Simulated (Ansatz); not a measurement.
# AlH2Cl (SMILES [H][Al]([H])[Cl]) at CCSD(T)/STO-3G

What is the vertical ionisation energy of AlH2Cl at CCSD(T)/STO-3G? 

The calculation is run with Ansatz 0.2.0.

57 further runs of the same task are left out: 2 that didn't finish, 55 set aside as unsound or not needed.

**1. Starting point**

AlH2Cl: 4 atoms, total charge 0, spin state singlet. As SMILES, `[H][Al]([H])[Cl]`. Geometry: a GFN2-xTB relaxation, a rough one for these elements and not checked as a minimum.

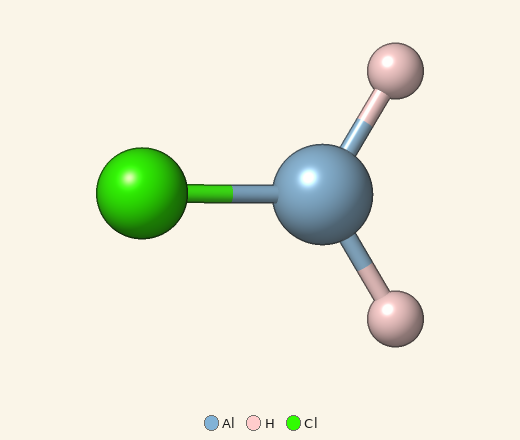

Viewed from a chosen angle; aluminium light blue, hydrogen pink, chlorine green.

**2. A single-point energy at CCSD(T)/STO-3G**

Input file run.yaml:

```yaml
crystal:
  periodic: [false, false, false]
  atoms:
    - symbol: Al
      position_ang: [0.049780, 0.082930, -0.002200]
    - symbol: H
      position_ang: [1.587020, 0.109500, 0.013310]
    - symbol: H
      position_ang: [-0.651090, 1.451440, -0.019500]
    - symbol: Cl
      position_ang: [-0.985710, -1.643880, 0.008400]
basis:
  gaussian:
    orbitals: STO-3G
correlation:
  method: ccsd_t
  frozen_orbitals: {Al: 5, Cl: 5, H: 0}
accuracy: high
scf:
  omitted_lower_state_checks: [cluster_reference, increment]
```

Run with:

```bash
$ ansatz run run.yaml --threads 1 --pin off --max-ram 2610MiB --events-out events.jsonl --progress --plain --runs-dir runs
```

Log, shortened:

```text
Warning: RAYON_NUM_THREADS=1 ignored (pool sized by the plan → 1); use --threads N
Functional definition: HF
  name "HF"
[...]
339 factors; integrals over basis functions are off by at most 7.2e-9 eV
[...]
mean field -18907.30403310 eV, -694.8306073856 hartree, gradient 5.4e-8 eV, S^2 0.000000; 0 other end points of the search recorded, 0 dependent functions left out
10 core orbitals not correlated: weight in the atoms' cores, before any rotation towards them, 0.999 or more for the frozen orbitals, at most 0.000 for the correlated occupied ones
reference -18907.30403310 eV, -694.8306073856 hartree; 6, 6 occupied and 4, 4 virtual orbitals, 339 factors
second order -0.87857080 eV of doubles, -0.00000000 eV of singles
cycle   1  -1.11175377 eV  change   -2.3e-1 eV  update   4.6e-2
[...]
cycle  16  -1.24955158 eV  change   4.4e-10 eV  update  7.8e-10
perturbative correction -0.01819447 eV, -0.0006686344 hartree
Total energy: -18908.57177916 eV, -694.8771961937 hartree
Checks for a lower state left out: cluster_reference, increment
```

It took 0.16 s on 1 thread of Arm Neoverse V1, shared host.

**3. The doublet cation, same level**

Input file run.yaml:

```yaml
crystal:
  periodic: [false, false, false]
  atoms:
    - {symbol: Al, position_ang: [0.049780, 0.082930, -0.002200]}
    - {symbol: H, position_ang: [1.587020, 0.109500, 0.013310]}
    - {symbol: H, position_ang: [-0.651090, 1.451440, -0.019500]}
    - {symbol: Cl, position_ang: [-0.985710, -1.643880, 0.008400]}
basis:
  gaussian:
    orbitals: STO-3G
total_charge: 1
magnetization:
  spin_polarized: true
  initial_magnetization: 1
correlation:
  method: ccsd_t
  frozen_orbitals: {Al: 5, Cl: 5, H: 0}
accuracy: high
scf:
  omitted_lower_state_checks: [cluster_reference, increment]
```

Run with:

```bash
$ ansatz run run.yaml --threads 1 --pin off --max-ram 2610MiB --events-out events.jsonl --progress --plain --runs-dir runs
```

Log, shortened:

```text
Warning: RAYON_NUM_THREADS=1 ignored (pool sized by the plan → 1); use --threads N
Functional definition: HF
  name "HF"
[...]
339 factors; integrals over basis functions are off by at most 7.2e-9 eV
[...]
mean field -18898.21343397 eV, -694.4965340292 hartree, gradient 8.6e-9 eV, S^2 0.770009; 15 other end points of the search recorded, 0 dependent functions left out
10 core orbitals not correlated: weight in the atoms' cores, before any rotation towards them, 0.999 or more for the frozen orbitals, at most 0.000 for the correlated occupied ones
reference -18898.21343397 eV, -694.4965340292 hartree; 6, 5 occupied and 4, 5 virtual orbitals, 339 factors
second order -1.01039753 eV of doubles, -0.00000000 eV of singles
cycle   1  -1.28416506 eV  change   -3.5e-1 eV  update   6.4e-2
[...]
cycle  25  -1.68017366 eV  change  -6.9e-10 eV  update  9.3e-10
perturbative correction -0.04269446 eV, -0.0015689926 hartree
WARN: these amplitudes may be one of several solutions (largest doubles amplitude 0.11, level shift 1.78 eV)
Total energy: -18899.93630209 eV, -694.5598482648 hartree
Checks for a lower state left out: cluster_reference, increment
```

Run time: 0.5 s. Hardware: 1 thread of Arm Neoverse V1, shared host.

**4. Results**

At CCSD(T)/STO-3G, 10 core orbitals frozen:

```
                                                    quantity          value
                                singlet AlH2Cl: total energy  -694.87720 Eh
singlet AlH2Cl: correlation energy (10 core orbitals frozen)      -46.6 mEh
                              singlet AlH2Cl: (T) correction      -0.67 mEh
                               singlet AlH2Cl: T1 diagnostic          0.007
                                doublet cation: total energy  -694.55985 Eh
doublet cation: correlation energy (10 core orbitals frozen)      -63.3 mEh
                              doublet cation: (T) correction      -1.57 mEh
           doublet cation: ⟨S²⟩ of the reference determinant          0.770
                               doublet cation: T1 diagnostic          0.050
          vertical ionisation energy (to the doublet cation)       8.635 eV
```

The vertical ionisation energy comes to 8.64 eV (199 kcal/mol). In a minimal basis such a difference can be off by several eV, whatever the method. The triples (singlet AlH2Cl) make up 1.4 % of the correlation energy. The T1 diagnostic (doublet cation) of 0.050 is above the customary mark for such species, so a single reference may not serve. The triples (doublet cation) make up 2.5 % of the correlation energy.
